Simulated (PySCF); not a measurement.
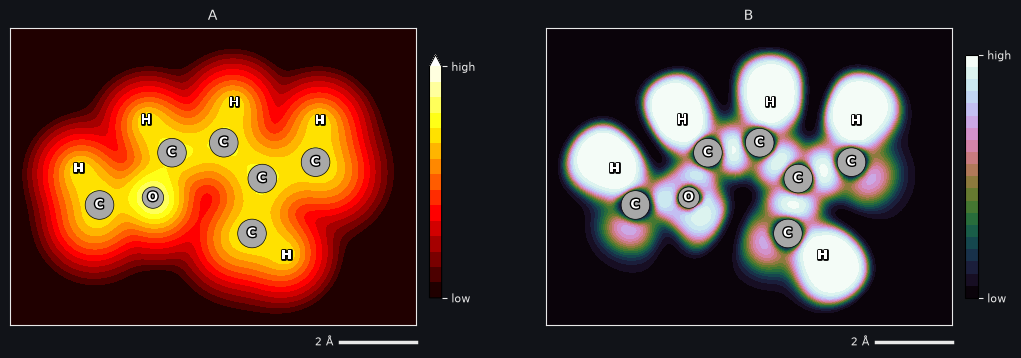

C6H11O (SMILES CO/C=C\[C+](C)C) (charge +1): 2 fields on the plane of atoms C3, C4 and C5, with unlabelled colour scales. Grey discs cover the atomic cores.

Geometry: GFN2-xTB.

The calculation used PBE0/pcSseg-1, SCF density, gas phase, non-relativistic in PySCF.

Match the panels to the quantities (electron density and electron localisation function).

Answer. Panel A: electron density. Panel B: electron localisation function. From the grid: C–O (1.28 Å): ρ at the midpoint is about 2.7 e/Å³; the ELF peaks at about 0.90 between the atoms; a polar covalent bond. C–C (1.39 Å): the density is about 2.1 e/Å³ at the midpoint; the ELF peaks at about 0.95 between the atoms (a covalent bond).
